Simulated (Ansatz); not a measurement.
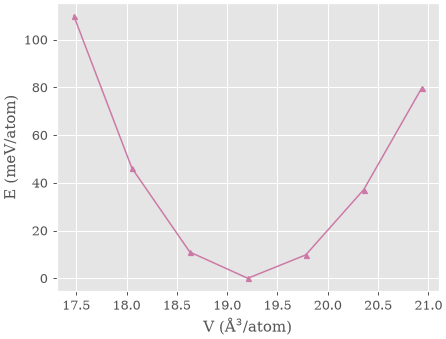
Figure: LaOs₂ (cubic Laves (MgCu2 type), Fd-3m) under volume change, the program Ansatz at the r²SCAN level (PAW), scaled uniformly.

Problem. What does a third-order Birch–Murnaghan fit give for V₀, B₀ and B′?

Solution. V₀ = 19.21 Å³/atom, B₀ = 191 GPa, B′ = 4.3.

The workflow started from an entry of the Crystallography Open Database (COD). Its standing as an ambient phase is unchecked. Symmetry was held in the r²SCAN relaxation; its stability against distortions is not shown here. The run is not spin-polarised. Spin–orbit coupling is left out wherever it is not named.

Potentials: the later of the program's two PAW sets.
